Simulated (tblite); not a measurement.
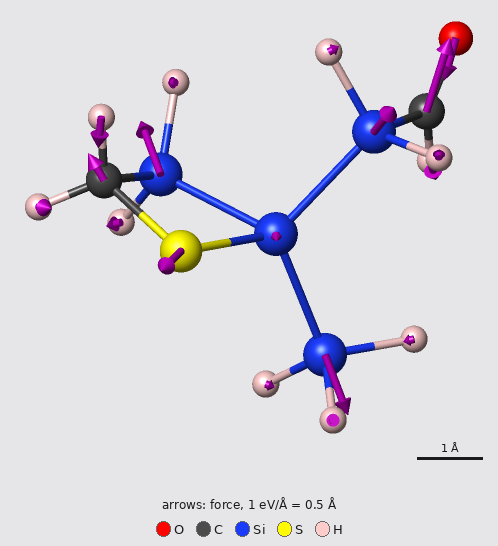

Starting geometry of C$_{2}$H$_{10}$OSSi$_{4}$ with the computed forces as purple arrows. A ball-and-stick model, seen at a tilt.

These are results of GFN2-xTB geometry optimisation, gas phase (tblite 0.8.0), not measurements. 

Q: What follows when this structure is relaxed?

A: It isn't relaxed: the largest force vector, on a C atom, is 2.46 eV/Å. The final displacements have little in common with the starting forces (cosine between the two patterns 0.21). Over 212 geometry steps the energy falls by 1.154 eV. The largest move after the best rigid fit is that of the O atom, 2.15 Å. Largest moves by element: O 2.15 Å, H 1.63 Å, Si 0.36 Å, C 0.24 Å, S 0.19 Å. Among the contacts that change: Si–Si 2.210 → 2.356 Å, S–Si 2.133 → 2.234 Å, C–Si 1.877 → 1.920 Å, C–H 1.123 → 1.088 Å. Bond angles that change, for instance: Si–Si–H 108.4° → 124.3°, C–Si–Si 105.7° → 90.3°, Si–Si–H 112.3° → 122.7°. Groups turn about C–Si by about 150°. Cost: 5.1 s on 1 thread of Arm Neoverse N1, on a shared host.
